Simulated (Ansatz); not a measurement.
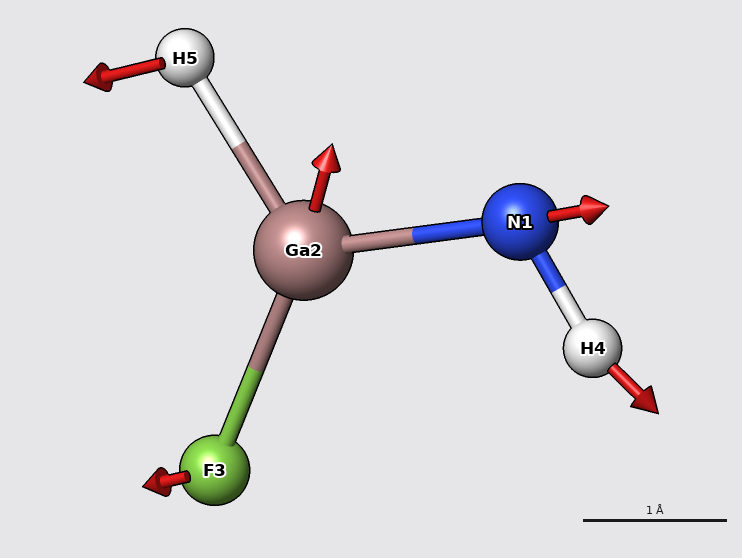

Arrows show the forces on the atoms, 1 Å of arrow for 1 eV/Å; forces under a tenth of the largest aren't drawn. State: charge −1, singlet. Level of theory: PBE-D4/def2-TZVPPD (Ansatz 0.2.0).

> On which atom is the force largest, and how large is it?

On H5: 0.67 eV/Å.

> Along which bond is the force strongest?

Ga2–F3, now 1.843 Å: the forces push its atoms apart, so a first step downhill lengthens it.

List the force components in the frame of the picture (x right, y up, z towards the viewer), in eV/Å.

```csv
atom,Fx,Fy,Fz
N1,0.42,0.07,0.25
Ga2,0.13,0.47,0.21
F3,−0.32,−0.07,−0.20
H4,0.34,−0.33,0.09
H5,−0.56,−0.14,−0.34
```
